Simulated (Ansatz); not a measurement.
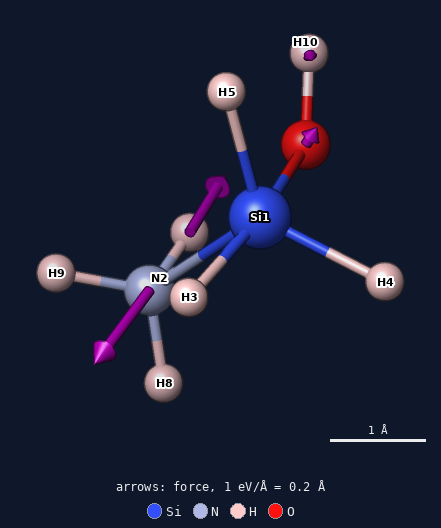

Starting geometry of SiNH$_{7}$O (started from a transition state, displaced along its imaginary mode) with the computed forces as purple arrows. Style: ball-and-stick. Shown from a free direction.

Computed with RKS PBE0-D4/def2-TZVP in Ansatz 0.2.0. Set-up: force threshold 0.005 eV/Å; at most 200 steps.

Question: What follows when this structure is relaxed?

Answer: It isn't relaxed: the largest force vector, on the N atom, is 6.22 eV/Å. The final displacements have little in common with the starting forces (cosine between the two patterns 0.02). Over 23 accepted moves (24 points after the start) the energy falls by 1.456 eV. Largest force component: 4.7 eV/Å at the start, 0.0041 eV/Å at the end. The line search rejected the trial step at point 13 of the run. An H atom moves most after the best rigid fit: 1.27 Å. By element the largest moves are H 1.27 Å, O 0.88 Å, N 0.40 Å, Si 0.31 Å. Near-neighbour distances that change, for instance: H–Si 2.082 → 2.923 Å, N–Si 1.959 → 2.452 Å, O–Si 1.841 → 1.670 Å, H–N 0.931 → 1.013 Å. Bond angles that change, for instance: H–Si–O 162.1° → 116.9°, H–Si–O 92.8° → 116.8°, H–Si–H 124.9° → 103.2°.
